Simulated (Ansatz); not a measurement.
**Ta, response to strain**

Take Ta in the bcc (W type) structure (space group Im-3m, No. 229; a = 3.320 Å; relaxed with 0.1 eV smearing) as the base.

Strains are applied to the cell and any free atomic positions relax.

Computed with PBE/PAW in Ansatz (a program for electronic structure), spin-orbit coupling left out.

Notes on the quantities. energy relative to the base: free energy F.

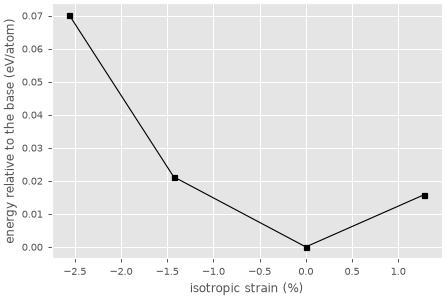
Fig. 1. Energy relative to the base against isotropic strain

```tsv
isotropic strain (%)	energy relative to the base
-2.56	+70 meV/atom
-1.43	+21 meV/atom
1.28	+16 meV/atom
```

Stability against distortions was not tested. The final runs are not spin-polarised.
